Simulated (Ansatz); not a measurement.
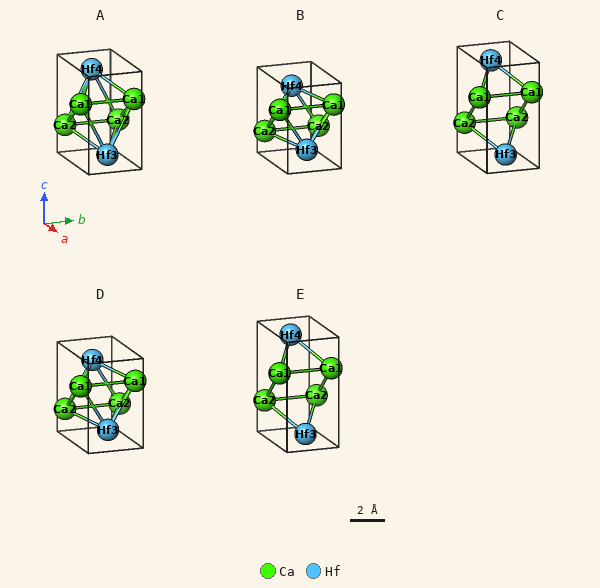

5 geometries from one relaxation of a crystal of CaHf (built on the AuCd (B19)_51 type) (coarse preliminary run), in shuffled order. Style: ball-and-stick. Shown: the cell of the calculation, slightly off an axis.

Case: AuCd (B19) type (Pmma, No. 51).

The calculation used DFT PBE, scalar-relativistic, plane waves, PAW in Ansatz. (plane-wave cutoff 420 eV; k-point mesh 4 × 6 × 4; occupations gaussian; smearing width 0.1 eV; no spin polarisation; cell and atoms relaxed; force threshold 0.04 eV/Å; at most 70 steps)

**Order the frames from highest to lowest energy.**

B, D, A, C, E. They are steps 0, 1, 3, 5, 12, at +300 meV per atom, +175 meV per atom, +40.8 meV per atom, +17.1 meV per atom relative to the last. The largest moves relative to the cell, 0.63 Å, are those of Hf3 and Hf4. Hf3 goes along −c. By element the largest moves are Hf 0.63 Å, Ca 0.11 Å. The drawn cell changes as follows: a 5.216 → 5.109 Å (−2.0 %), b 3.452 → 3.332 Å (−3.5 %), c 5.326 → 6.862 Å (+28.8 %); the volume changes by +21.8 %. Near-neighbour distances that change, for instance: Ca1–Hf3 3.169 → 4.280 Å, Hf3–Hf4 3.288 → 2.877 Å, Ca1–Hf4 3.197 → 3.443 Å, Ca1–Ca2 3.282 → 3.468 Å. Bonds break: Ca1–Hf3 (3.17 → 4.28 Å), Ca2–Hf4 (3.17 → 4.28 Å). The space group stays Pmma (No. 51). Over 10 accepted moves (12 points after the start) the energy falls by 300 meV per atom. The largest force component goes from 0.7 to 0.011 eV/Å. Pressure: 8.89 GPa at the start and 0.03 GPa at the end. At 2 points the geometry stayed and the basis and grid were re-selected for the new cell (energy shift of 9.7 meV per atom at most each time). The run took 2.1 min on 1 thread of Intel(R) Xeon(R) Platinum 8375C CPU @ 2.90GHz (Ice Lake) (shared host), peak memory 0.53 GiB.
